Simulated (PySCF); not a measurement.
System: C2H7P (SMILES CPC).

```
atom    x (Å)    y (Å)    z (Å)
   C   1.3597   0.1851  -0.0714
   P   0.2157  -0.4244   1.2520
   C  -1.3779   0.1637   0.5123
   H   2.3473  -0.2425   0.0868
   H   1.4376   1.2688   0.0046
   H   0.9999  -0.0824  -1.0632
   H   0.1192  -1.7309   0.7504
   H  -2.2083  -0.2772   1.0592
   H  -1.4511  -0.1021  -0.5407
   H  -1.4332   1.2465   0.6163
```

Geometry: GFN2-xTB.

The calculation used PBE0/def2-SVPD, SCF density, gas phase (PySCF).

What will maps of the electron density and electron localisation function show?

C–P (1.85 Å): ρ is about 1.1 e/Å³ halfway; the ELF peaks at about 0.95 between the atoms; a shared electron pair.
C–H (1.09 Å): ρ is about 1.9 e/Å³ halfway; the ELF climbs to about 1 towards the hydrogen, as it does in any bond to H: a covalent bond by its length.

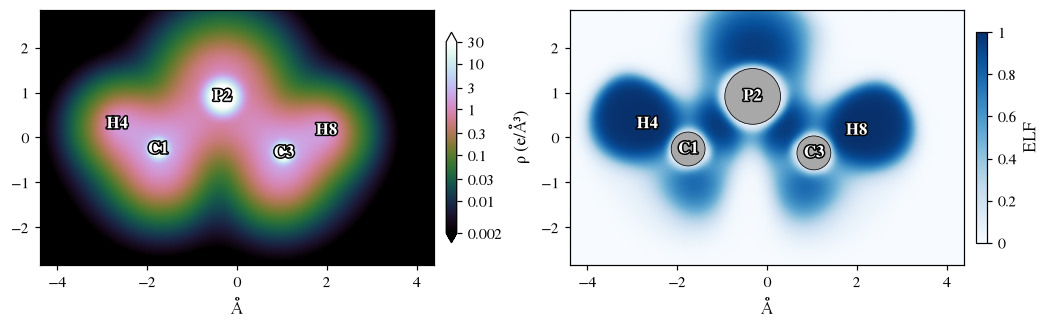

Computed electron density and electron localisation function on the plane of atoms C1, P2 and C3, in this order. Grey discs cover the atomic cores in the ELF map. 
